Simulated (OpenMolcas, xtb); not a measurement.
# GaH3 (SMILES [GaH3]): the vertical energy of the triplet above the singlet, rung by rung

GaH3: 4 atoms, total charge 0, spin state singlet. SMILES: `[GaH3]`. Geometry: relaxed at PBE0-D4/def2-TZVP.

Quantity: the vertical energy of the triplet above the singlet, in eV. The values are calculated.

```tsv
level	kind	program	value (eV)
GFN1-xTB	semi-empirical	xtb	7.44
HF/def2-TZVPPD	Hartree–Fock	OpenMolcas	4.94
SVWN5/def2-TZVPPD	LDA	OpenMolcas	4.49
PBE/def2-TZVPPD	GGA	OpenMolcas	4.54
M06-L/def2-TZVPPD	meta-GGA	OpenMolcas	5.06
PBE0/def2-TZVPPD	global hybrid	OpenMolcas	4.78
```

All-electron rows without a relativistic Hamiltonian named are non-relativistic. The values span 4.49 to 7.44 eV. The xTB rows lack spin polarisation, so open shells miss the exchange term that lowers them.

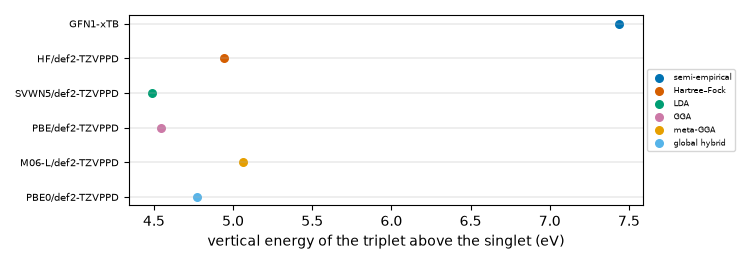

The values of the table, level by level.
